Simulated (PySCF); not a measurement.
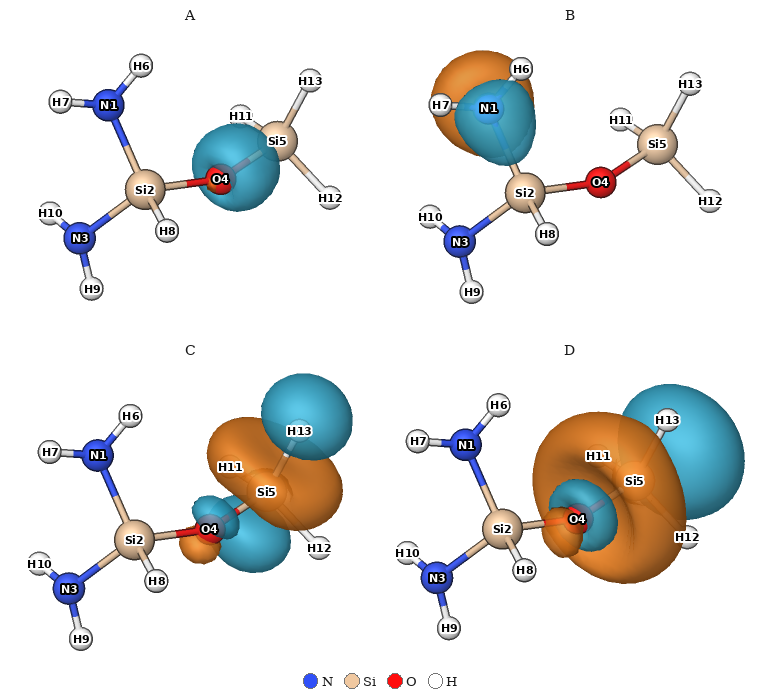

Figure 1: H8N2OSi2, SMILES `N[SiH](N)O[SiH3]`. Intrinsic bond orbitals (IBO), occupied and valence-virtual; each surface holds about 80 % of the orbital's density. Energies are diagonal elements of the Fock matrix.

Method: TPSSh/def2-SVP; geometry: GFN2-xTB; program: PySCF. No frequency check shows the geometry to be a minimum.

Geometry (Å), atoms numbered from 1:

```
N1       1.2884    1.4789    0.3451
Si2      0.9481   -0.0193   -0.4335
N3       1.8837   -1.1744    0.4310
O4      -0.6684   -0.2241   -0.3841
Si5     -2.1682   -0.0481    0.1766
H6       0.7229    2.2718    0.0893
H7       2.2526    1.7555    0.4230
H8       1.2522   -0.1846   -1.8512
H9       1.7700   -2.1465    0.1988
H10      1.9715   -1.0675    1.4285
H11     -2.1701   -0.1636    1.6362
H12     -2.9203   -1.1317   -0.4542
H13     -2.6545    1.2712   -0.2344
```

Name the orbitals, with their atomic make-up and energies.

Answer. By panel:
- A: σ bond O4–Si5 (O4 78 %, Si5 21 %; −19.4 eV)
- B: lone pair on N1 (sp9-type) (N1 94 %, Si2 5 %; −7.2 eV)
- C: σ* orbital Si5–H13 (Si5 56 %, H13 41 %; 6.1 eV)
- D: σ* orbital Si5–O4, mostly on Si5 (Si5 79 %, O4 20 %; 4.3 eV)

Which has the smallest and which the largest spatial spread?

Answer. Smallest: A (0.73 Å); largest: D (1.54 Å).
